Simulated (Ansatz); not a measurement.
C2H5Al···Ga (doublet)

```
atom    x (Å)    y (Å)    z (Å)
   C  -0.0100  -0.0966   1.5570
   C   0.8097   0.6899   0.7851
  Al   2.1391   0.1285  -0.5562
  Ga  -0.7319  -0.3119  -0.9680
   H  -0.7656   0.3111   2.2282
   H   0.1341  -1.1760   1.6282
   H   0.5875   1.7631   0.8351
   H   3.0001   1.2440  -1.2878
   H   2.4378  -1.4385  -0.6367
```

Geometry: B3LYP/6-31G*.

All numbers below come from Ansatz 0.2.0, isolated molecule in a Gaussian basis; Kohn-Sham density functional theory, functional PBE0.

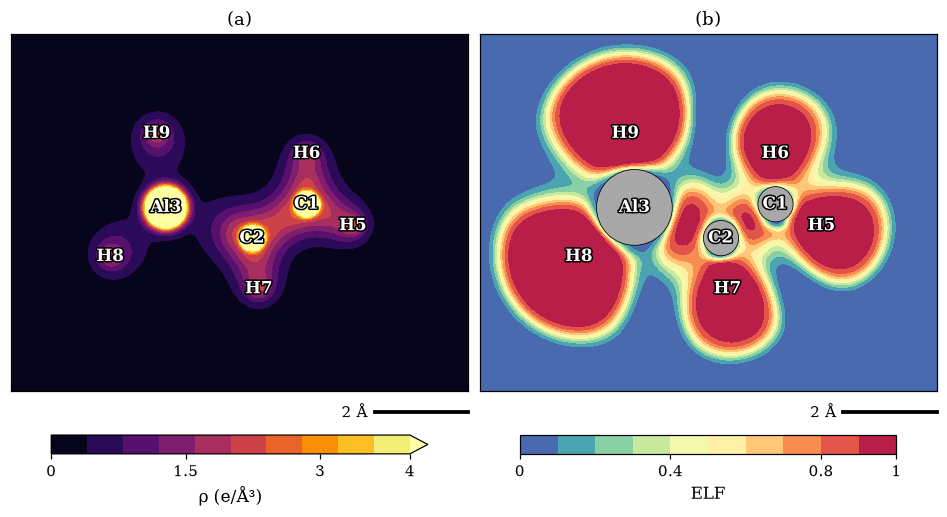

Figure 1. (a) electron density; (b) electron localisation function on the plane of atoms C2, C1 and H5. Grey discs cover the atomic cores in the ELF map.

Interpret the plot.

Answer.
- The plane passes through C, Al and H nuclei.
- C–C (1.37 Å): ρ at the midpoint is about 2.2 e/Å³; the ELF peaks at about 0.95 between the atoms; a covalent bond.
- C–Al (1.97 Å): the density is about 0.68 e/Å³ at the midpoint; the ELF peaks at about 0.95 between the atoms; a polar covalent bond.
- C–H (1.09 Å): ρ is about 2 e/Å³ halfway; the ELF climbs to about 1 towards the hydrogen, as it does in any bond to H: an ordinary covalent bond to hydrogen.
- Al–H (1.59 Å): the density is about 0.55 e/Å³ at the midpoint; the ELF climbs to about 1 towards the hydrogen.

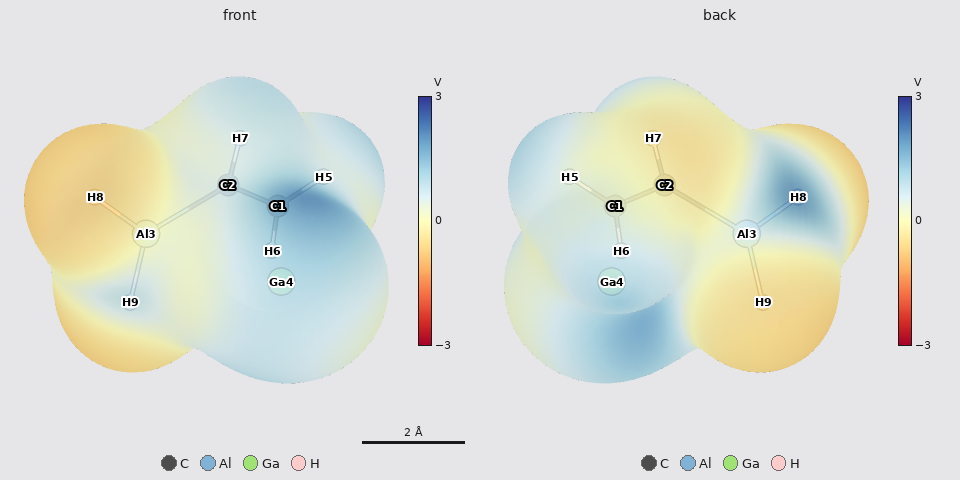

Figure 2. The molecular electrostatic potential painted on the density surface at 0.002 e/bohr³, seen from the front and from behind; red is negative and blue positive.

Describe the electrostatic potential map.

Answer. The most negative region (about −0.7 V) lies over H8 and H9, the most positive (about +2.0 V) over Al3 and Ga4.

What dipole moment does the calculation give?

Answer. Its dipole moment is 2.29 D.

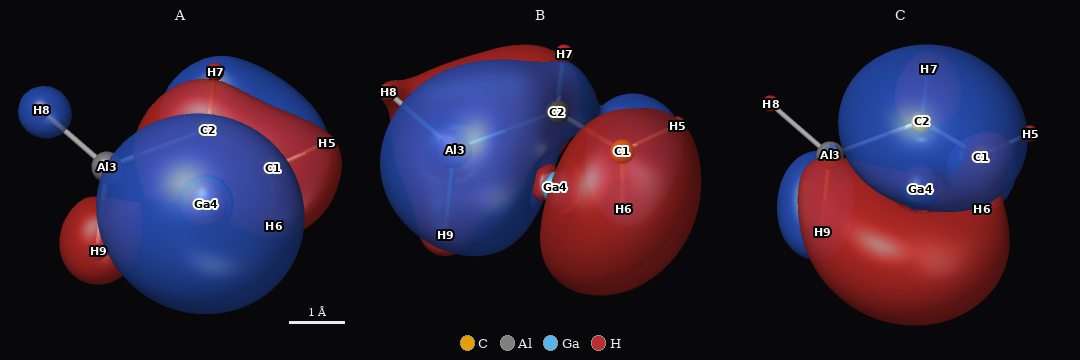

Figure 3. Three frontier orbitals at ±0.06 Å⁻³ᐟ² (blue and red are the two phases), in no order.

Order the three orbitals by energy and name them. All are α orbitals.

Answer. A is the HOMO−1 (α) (−7.60 eV). Its weight (Hirshfeld) is mainly on Ga4 (about 45 %), C1 (about 25 %) and C2 (about 20 %). B is the HOMO (α) (−5.05 eV). Its weight (Hirshfeld) is mainly on Ga4 (about 45 %), Al3 (about 25 %), C2 (about 10 %) and C1 (about 10 %). C is the LUMO (α) (−2.12 eV). Its weight (Hirshfeld) is mainly on Ga4 (about 75 %).

What is the gap between the highest occupied and lowest empty α orbitals?

Answer. 2.93 eV between the orbital energies.
